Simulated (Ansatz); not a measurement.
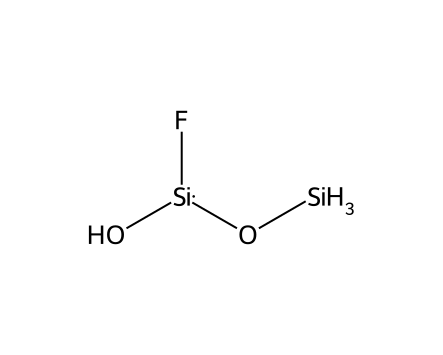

Structural formula above. The species is neutral and a spin doublet. Computed geometry: PBE-D4/def2-SVP optimisation. No frequency run is at hand to confirm it as a minimum.

Describe the 3D structure.

Formula FH₄O₂Si₂. Its SMILES string is `O[Si](F)O[SiH3]`. It has no ring. Among its groups: Si–H bond, Si–O bond. The point group is C1. It is an open-shell species. Coordination: 2 O bent; 1 Si trigonal pyramidal; 1 Si tetrahedral.

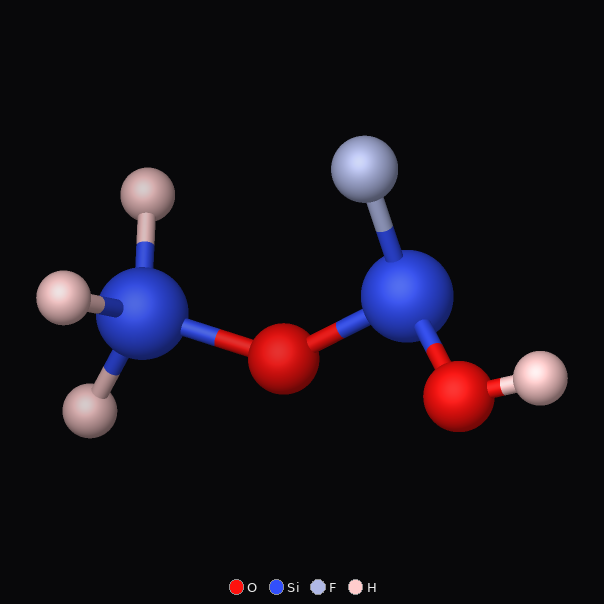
